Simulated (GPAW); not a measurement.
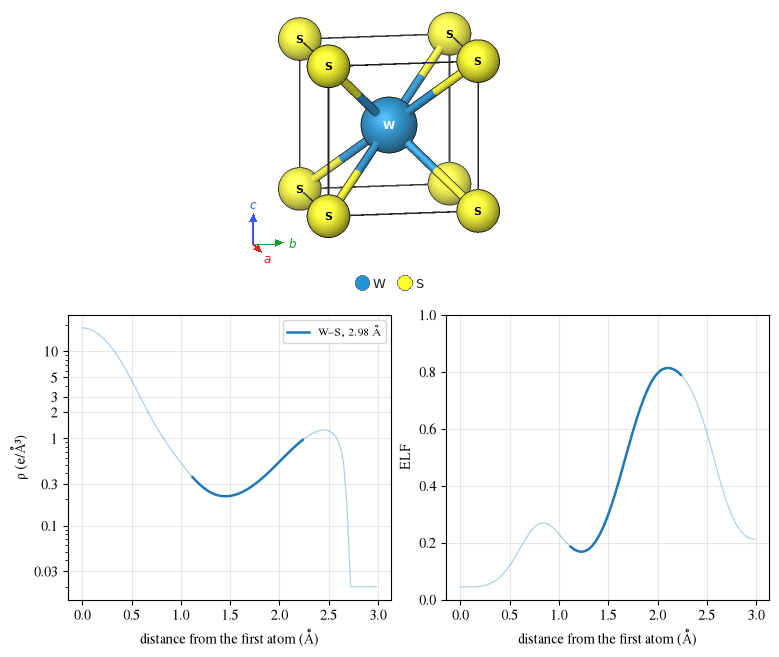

The picture shows: WS. Valence charge density (pseudo) and electron localisation function along straight lines between neighbouring atoms. Thin, pale parts lie inside the atomic spheres. The structure is drawn too.

Space group Pm-3m; a structure from a database of computed crystals, not necessarily the ambient phase; a generated structure, not necessarily the stable one; computed pressure about −38 GPa in this cell.

The calculation used Kohn-Sham DFT of a periodic cell, PBEsol, PAW data sets made by gpaw-setup for the functional in GPAW.

Core electrons are frozen (PAW), and the valence fields are smoothed inside the atomic spheres.

**What can be read from the curves?**

W–S (2.98 Å): the density is about 0.22 e/Å³ at the midpoint; the ELF peaks at about 0.80 in the valence shell of S, 0.9 Å from its nucleus, and drops to about 0.15 between the two atoms.
